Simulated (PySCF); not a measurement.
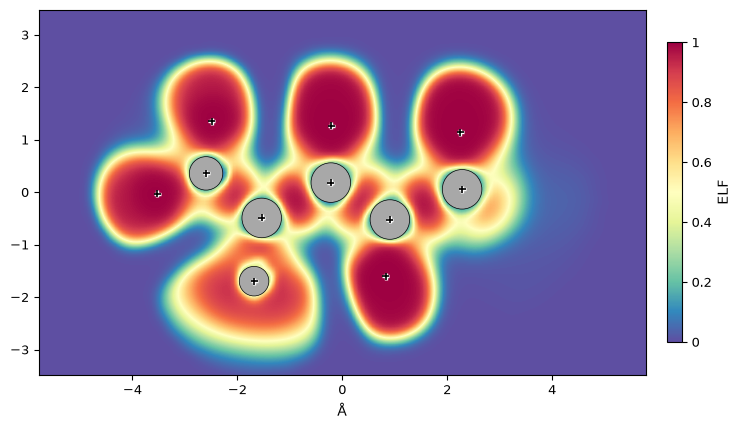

The ELF on a plane through atoms (crosses mark nuclei in the plane; grey discs cover the cores).

All numbers below come from PBE0/pcSseg-1, SCF density, gas phase, non-relativistic (PySCF).

Candidates:
A. C$_{3}$H$_{7}$FOSi (SMILES C=C(CF)[SiH2]O)
B. C$_{6}$H$_{9}$NO (SMILES C=CC/C=C/C(N)=O)
C. C$_{2}$H$_{11}$NSi$_{2}$ (SMILES NCC([SiH3])[SiH3])

### Which system is this?

Candidate B: C$_{6}$H$_{9}$NO on the plane of atoms N7, C6 and O8, which holds C, N, O and H. C–O (1.21 Å): the ELF peaks at about 0.85 between the atoms (a multiple bond). C–C (1.33 Å): the ELF peaks at about 0.90 between the atoms: a short, multiple covalent bond.
